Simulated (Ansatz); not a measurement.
BClH₂O···CH₄

```yaml
atoms:
  - { symbol: B, position_ang: [-0.0448, -0.4871, -0.4406] }
  - { symbol: C, position_ang: [-0.0034, -0.1551, 2.3561] }
  - { symbol: H, position_ang: [-0.9940, -0.2095, 2.8424] }
  - { symbol: H, position_ang: [0.7833, -0.1040, 3.1283] }
  - { symbol: H, position_ang: [0.0489, 0.7565, 1.7475] }
  - { symbol: H, position_ang: [0.9923, 0.1048, -0.3942] }
  - { symbol: Cl, position_ang: [-1.5450, 0.3914, -0.8447] }
  - { symbol: O, position_ang: [-0.0380, -1.8628, -0.3216] }
  - { symbol: H, position_ang: [-0.9236, -2.2433, -0.5084] }
  - { symbol: H, position_ang: [0.1530, -1.0573, 1.7369] }
```

Not at a stationary point (largest force 1.0 eV/Å).

These are results of RKS PBE/6-31G* in Ansatz, not measurements.

Q: What will maps of the electron density and electron localisation function show?

A: B–O (1.38 Å): ρ is about 2 e/Å³ halfway; the ELF peaks at about 0.90 between the atoms: a polar covalent bond.
B–Cl (1.78 Å): ρ at the midpoint is about 1.3 e/Å³; the ELF peaks at about 0.90 between the atoms, as expected for a shared but strongly polarised pair.
O–H (0.98 Å): the density is about 3.5 e/Å³ at the midpoint; the ELF climbs to about 1 towards the hydrogen, as it does in any bond to H; a covalent bond by its length.
B–H (1.20 Å): ρ at the midpoint is about 1.3 e/Å³; the ELF climbs to about 1 towards the hydrogen (a covalent bond by its length).

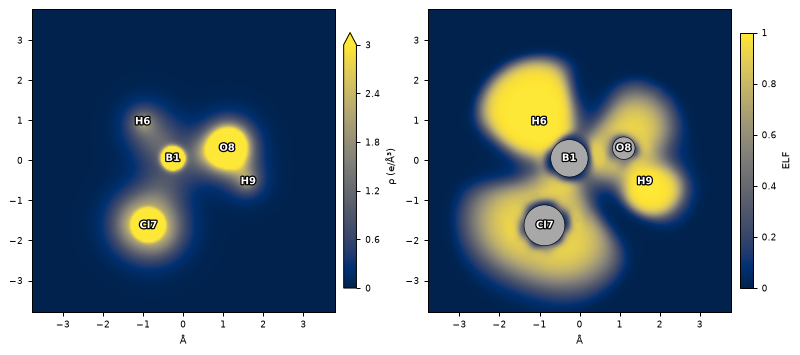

Computed electron density and electron localisation function on the plane of atoms Cl7, B1 and O8, in this order. Grey discs cover the atomic cores in the ELF map. 
